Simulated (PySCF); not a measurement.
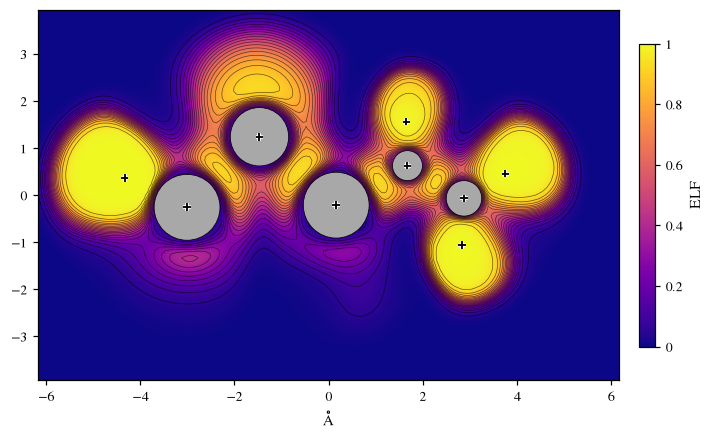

The ELF on a plane through atoms (crosses mark nuclei in the plane; grey discs cover the cores).

These are results of PySCF 2.14.0, PBE0/pcSseg-1, SCF density, gas phase, non-relativistic, not measurements.

Candidates:
A. CH11N3PSi2 (SMILES CN[Si](N)(N)[P-][SiH3]) (charge −1)
B. C6H9BO2 (SMILES [BH2-]1OC=C(C2CC2)C=[O+]1)

Q: Which system is this?

A: Candidate A: CH11N3PSi2 on the plane of atoms P6, Si7 and H16, which holds C, N, Si, P and H. C–N (1.43 Å): the ELF peaks at about 0.90 between the atoms; a covalent bond. Si–N (1.74 Å): the ELF peaks at about 0.90 between the atoms: a polar covalent bond.
